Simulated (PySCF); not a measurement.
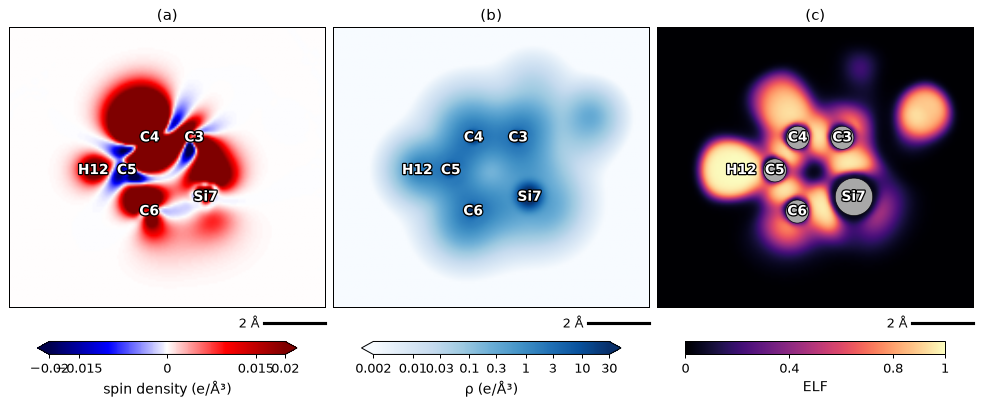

The picture shows: C5H9OSi (doublet). (a) spin density (α minus β); (b) total electron density; (c) ELF on the plane of atoms C4, C3 and Si7. Grey discs cover the atomic cores in the ELF map.

Geometry: GFN2-xTB.

Method: PySCF 2.14.0, density-fitted response routines, UKS B3LYP, pcH-1 on C H O Si, non-relativistic, mean-field spin-orbit, GIAO.

```xyz
16

O    -2.4325    0.1375   -1.2289
C    -1.5025    1.0322   -0.6613
C    -0.6490    0.3517    0.4053
C     0.5249    1.1118    0.7980
C     1.7551    0.7025    0.6780
C     1.9535   -0.6878    0.0718
Si    0.1757   -1.2877   -0.3007
H    -3.0116   -0.1847   -0.5293
H    -2.0162    1.9112   -0.2445
H    -0.8719    1.3643   -1.4887
H    -1.2811    0.1311    1.2724
H     2.6280    1.2621    0.9731
H     2.4878   -1.3218    0.7820
H     2.5861   -0.6151   -0.8151
H    -0.0994   -1.4680   -1.7207
H    -0.2545   -2.4303    0.5104
```

Q: What does the map show?

A: The section cuts through C, Si and H sites.
C–C (1.30 Å): ρ is about 2.4 e/Å³ halfway; the ELF peaks at about 0.95 between the atoms (a multiple bond).
C–Si (1.91 Å): ρ is about 0.88 e/Å³ halfway; the ELF peaks at about 0.95 between the atoms, as expected for a covalent bond.
C–C (1.45 Å): ρ at the midpoint is about 1.8 e/Å³; the ELF peaks at about 0.95 between the atoms (a covalent bond).
C–Si (1.97 Å): ρ is about 0.79 e/Å³ halfway, with its minimum of 0.69 e/Å³ about 1.2 Å from C; the ELF peaks at about 0.95 between the atoms (localised, covalent bonding).
C–H (1.08 Å): ρ at the midpoint is about 2 e/Å³; the ELF climbs to about 1 towards the hydrogen, as it does in any bond to H (a covalent bond by its length).
The ELF also peaks beside C4, away from the bonds: non-bonding electrons, paired or unpaired.
The unpaired spin (1 electron) lies mostly on C4 (about 0.7), C3 (about 0.1) and Si7 (about 0.1), in electrons by Hirshfeld's partition.
